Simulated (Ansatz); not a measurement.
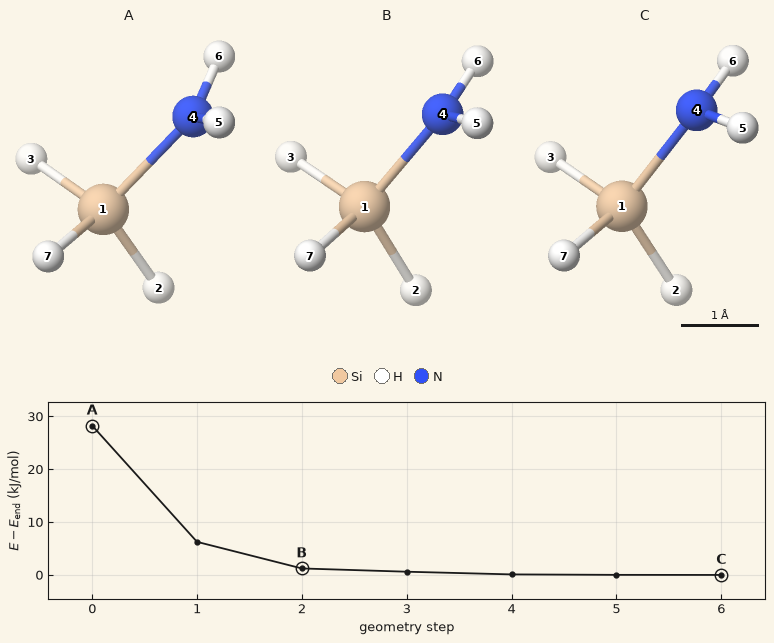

Frames of a relaxation of SiNH$_{5}$, marked on the history of the run. Style: ball-and-stick. Shown from a free direction.

The run prepares the start of a later molecular dynamics calculation, from a guessed geometry.

Method: RKS PBE/def2-mTZVP (Ansatz).

Input
```yaml
crystal:
  periodic: [false, false, false]
  atoms:
    - { symbol: Si, position_ang: [0.0, 0.0, 0.0] }
    - { symbol: H, position_ang: [0.0, 0.0, 1.46] }
    - { symbol: H, position_ang: [1.3768, 0.0, -0.4862] }
    - { symbol: "N", position_ang: [-0.8572, 1.4851, -0.6061] }
    - { symbol: H, position_ang: [-1.8773, 1.43, -0.8888] }
    - { symbol: H, position_ang: [-0.3367, 2.4058, -0.6766] }
    - { symbol: H, position_ang: [-0.6877, -1.1914, -0.4862] }
basis:
  gaussian: { orbitals: def2-mTZVP }
hamiltonian:
  xc: pbe
relax:
  f_tol: 0.02
  max_steps: 40
```

Launched with:
```bash
ansatz run input.yaml --threads 1 --pin off --max-ram 2048MiB --backend cpu --events-out ev --progress --plain --runs-dir out
```

### What happens along the run?

The atom that moves furthest after the best rigid fit is N4 (0.19 Å). Largest moves by element: N 0.19 Å, H 0.19 Å, Si 0.06 Å. Among the contacts that change: Si1–N4 1.819 → 1.743 Å, Si1–H2 1.460 → 1.507 Å, N4–H5 1.060 → 1.019 Å, Si1–H3 1.460 → 1.496 Å. Among the angles between lasting bonds that change: H5–N4–H6 120.0° → 109.8°, H2–Si1–N4 109.5° → 117.2°, H2–Si1–H3 109.5° → 107.1°. After 6 geometry steps the energy has fallen by 28.3 kJ/mol. Largest force component: 2.2 eV/Å at the start, 0.013 eV/Å at the end. The run took 7.5 s on 1 thread of Arm Neoverse V2, with other jobs on the host, peak memory 0.1 GiB. From step 0 to 2: N4 moves most (0.12 Å), energy −27.0 kJ/mol. From step 2 to 6: H5 moves most (0.13 Å), energy −1.23 kJ/mol.

```
step  E − E(0), kJ/mol  largest force component, eV/Å
   0              0.00                         2.2228
   1            -21.99                         1.0603
   2            -27.02                         0.2178
   3            -27.64                         0.1316
   4            -28.15                         0.2056
   5            -28.24                         0.0379
   6            -28.25                         0.0128
```
